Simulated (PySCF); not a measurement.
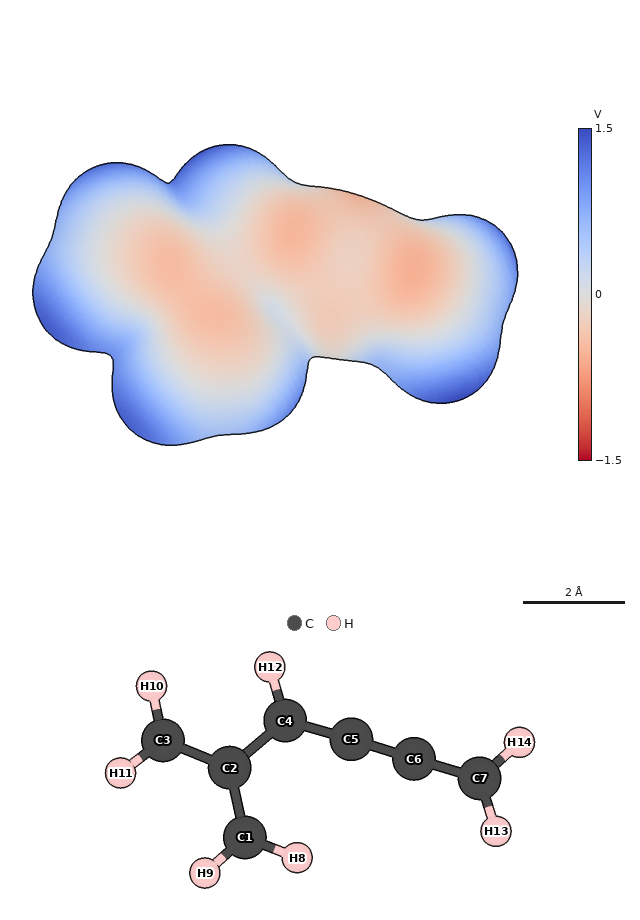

C7H7 (SMILES [CH2]C(=C)C=C=C=C) (doublet). The molecular electrostatic potential painted on the density surface at 0.004 e/bohr³, seen at a tilt; red is negative and blue positive. The bare structure is drawn below in the same view.

Geometry: GFN2-xTB; ⟨S²⟩ = 0.80, above the pure value of 0.75.

Level of theory: UKS B3LYP, pcH-1 on C H, non-relativistic, mean-field spin-orbit, GIAO in PySCF.

| atom | x (Å) | y (Å) | z (Å) |
| --- | --- | --- | --- |
| C | -1.4013 | -0.0882 | 0.9276 |
| C | -1.2763 | 0.5609 | -0.2878 |
| C | -2.3056 | 1.3063 | -0.8297 |
| C | -0.0224 | 0.4656 | -1.0352 |
| C | 1.0494 | -0.1706 | -0.6074 |
| C | 2.0545 | -0.7810 | -0.1654 |
| C | 3.1117 | -1.4105 | 0.2823 |
| H | -0.5890 | -0.6635 | 1.3314 |
| H | -2.3132 | -0.0327 | 1.4932 |
| H | -2.2015 | 1.8085 | -1.7744 |
| H | -3.2439 | 1.4080 | -0.3152 |
| H | 0.0054 | 0.9604 | -1.9987 |
| H | 3.1068 | -1.9039 | 1.2412 |
| H | 4.0248 | -1.4598 | -0.2891 |

Describe the electrostatic potential map.

The most negative region (about −0.5 V) lies over C5, C6 and C7, the most positive (about +1.4 V) over H10, H12, H13 and H14.
